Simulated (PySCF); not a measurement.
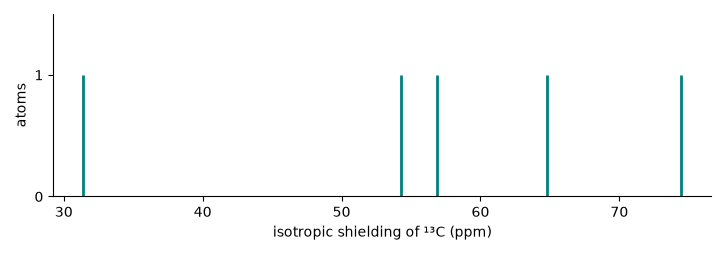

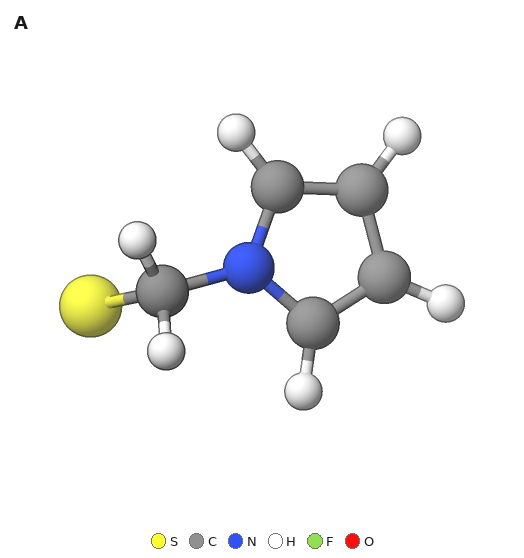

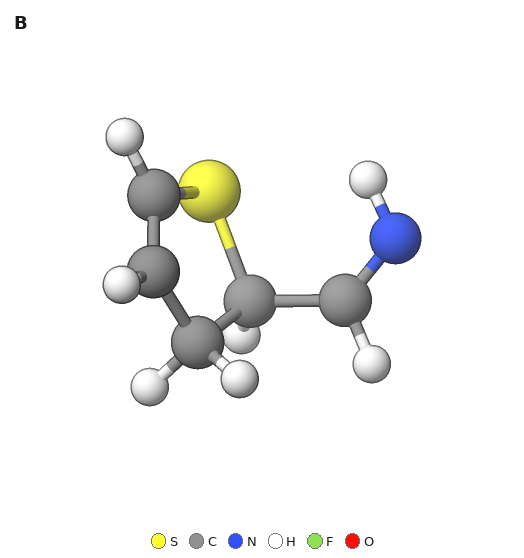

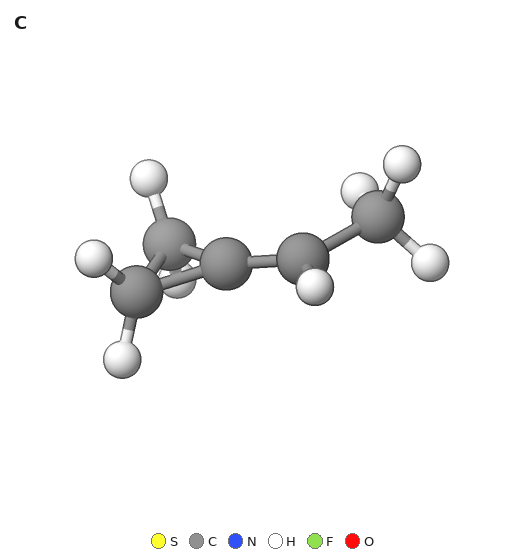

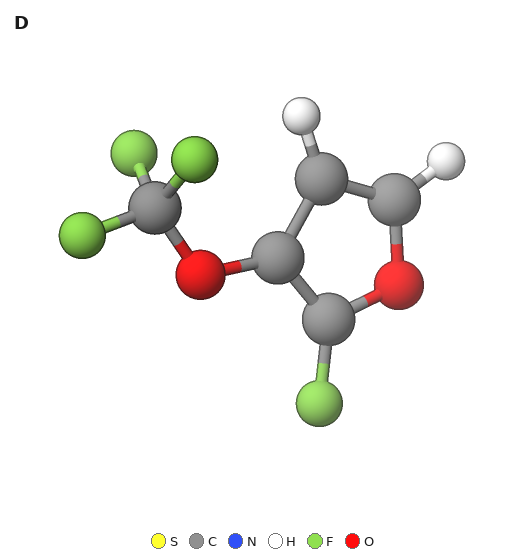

The sticks are computed shieldings of one of the molecules, for one fixed geometry (GFN2-xTB) without averaging over rotations. Low shielding means a high chemical shift. Method: GIAO PBE0/pcSseg-1 NMR shielding, non-relativistic, gas phase (PySCF 2.14.0).

### Match the spectrum to a structure.

D, `Fc1occc1OC(F)(F)F`. Its 5 C atoms give lines at 31.4, 54.3, 56.8, 64.8, 74.5 ppm.
